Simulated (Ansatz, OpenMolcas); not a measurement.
CH6GeSi (SMILES [CH2]1[SiH2][GeH2]1): the vertical ionisation energy, rung by rung

The species is CH6GeSi (9 atoms), meant as a singlet with charge 0. SMILES: `[CH2]1[SiH2][GeH2]1`. Geometry: relaxed at PBE0-D4/def2-TZVP.

Quantity: the vertical ionisation energy (to the doublet cation), in eV. The values are calculated.

| level | kind | program | value (eV) | less CCSD(T)/cc-pVDZ | CPU time (all runs) |
| --- | --- | --- | --- | --- | --- |
| BLYP/cc-pVDZ | GGA | OpenMolcas | 8.37 | -0.13 | 2.3 min |
| M06-L/cc-pVDZ | meta-GGA | OpenMolcas | 8.52 | +0.02 | 2.9 min |
| r2SCAN/cc-pVDZ | meta-GGA | Ansatz | 8.57 | +0.07 | 46 s |
| BHLYP/cc-pVDZ | global hybrid | Ansatz | 8.51 | +0.01 | 30 s |
| M06-2X/cc-pVDZ | hybrid meta-GGA | OpenMolcas | 8.57 | +0.07 | 3.2 min |
| RPA@PBE0/cc-pVDZ | RPA | Ansatz | 8.56 | +0.06 | 45 s |
| CCSD(T)/cc-pVDZ | coupled cluster or CI | Ansatz | 8.50 | 0.00 | 83 s |
| CCSD(T)/cc-pVDZ, open shells restricted | coupled cluster or CI | OpenMolcas | 8.50 | 0.00 | 2.5 min |

CCSD(T)/cc-pVDZ is the highest level here, not the true value. All-electron rows without a relativistic Hamiltonian named are non-relativistic. The values span 8.37 to 8.57 eV. In the correlated wave-function rows the outer d shell of Ge is correlated, in sets not made for it. Times are those of the runs behind each value, whatever else they computed, on shared processors of several kinds: orders of magnitude only.

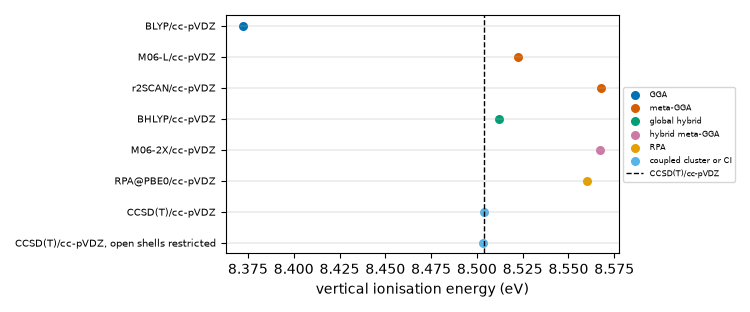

The values of the table, level by level.
